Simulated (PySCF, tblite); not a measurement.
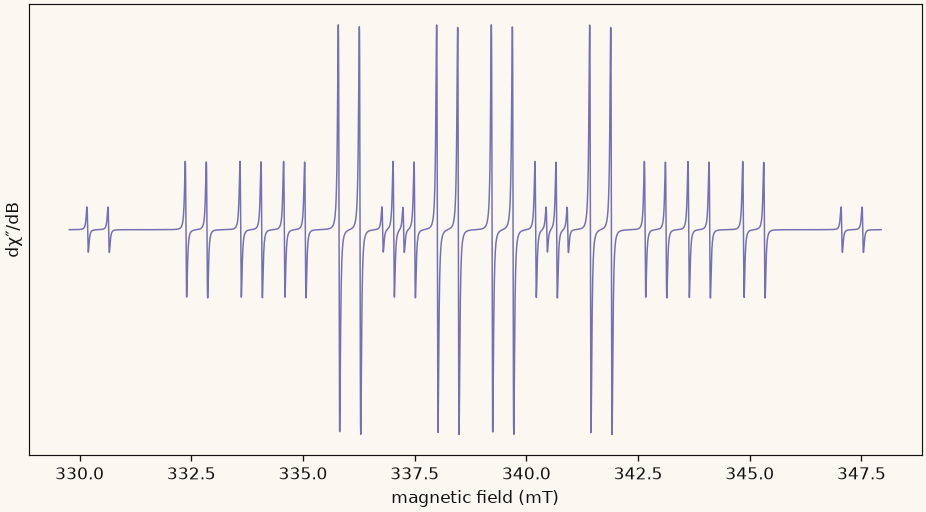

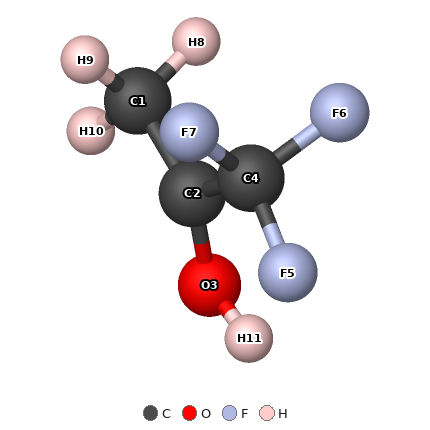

First-order isotropic EPR spectrum (fast tumbling, first derivative) of C₃H₄F₃O, SMILES C[C](O)C(F)(F)F, doublet at 9.50 GHz, Lorentzian lines of 0.05 mT full width at half height, from computed g and hyperfine couplings (B3LYP/pcH-1, PySCF, at a GFN2-xTB geometry (a minimum by its frequencies), gas phase); values of one conformer, averaged over methyl-type rotors alone; no vibrational averaging; dilute isotopes left out. The SMILES is one Lewis form and needn't show where the spin sits.

Q: Which couplings does the calculation give? The spectrum shows the sizes of those above the line width, not their signs.

A:
| nuclei | isotope | a (mT) | a (MHz) |
| --- | --- | --- | --- |
| F5, F6, F7 | ¹⁹F | 3.43 | 96.0 |
| H8, H9, H10 | ¹H | 2.20 | 61.7 |
| H11 | ¹H | −0.47 | −13.1 |

Q: What is the g value, and how wide is the spectrum?

A: g_iso = 2.0031, which centres the spectrum at 338.9 mT; it spans 17.3 mT.

Note: the tight-binding geometry is rougher than a DFT one and adds to the error.
